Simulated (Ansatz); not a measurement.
| atom | x (Å) | y (Å) | z (Å) |
| --- | --- | --- | --- |
| C | -2.1796 | -0.5740 | 2.1889 |
| C | -1.7898 | 0.4164 | 1.3021 |
| B | -0.8447 | -0.6528 | 1.4600 |
| H | 0.1891 | -1.2214 | 1.2330 |
| H | -2.2199 | 1.3510 | 0.9322 |

Geometry: PBE0-D4/def2-TZVPD; the highest occupied orbital lies above zero, a sign that basis and functional describe the outermost electron poorly.

Theory: Ansatz, isolated molecule in a Gaussian basis; Kohn-Sham density functional theory, functional PBE0.

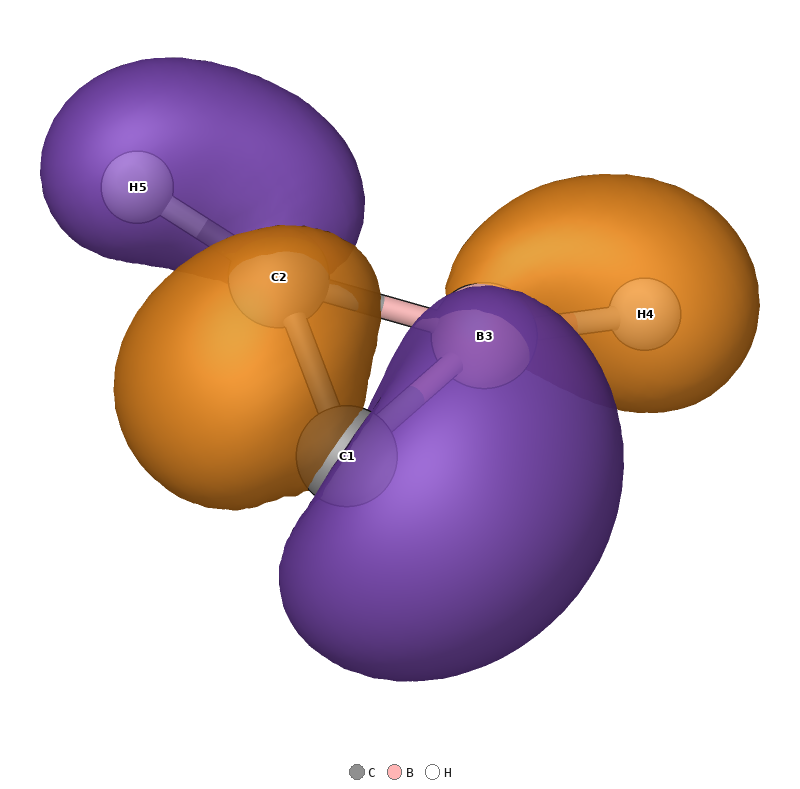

C₂H₂B (SMILES [BH-]1=C=C1) (charge −1). The HOMO−1 at ±0.1 Å⁻³ᐟ² (orange and purple are the two phases), seen at a tilt.

### Where does this orbital lie, and at what energy?

It lies mainly on C1 (about 50 %), C2 (about 20 %), B3 (about 20 %) and H4 (about 5 %); it is symmetric in the molecular plane (an in-plane orbital: σ, lone-pair or in-plane π type). Its energy is −1.73 eV.
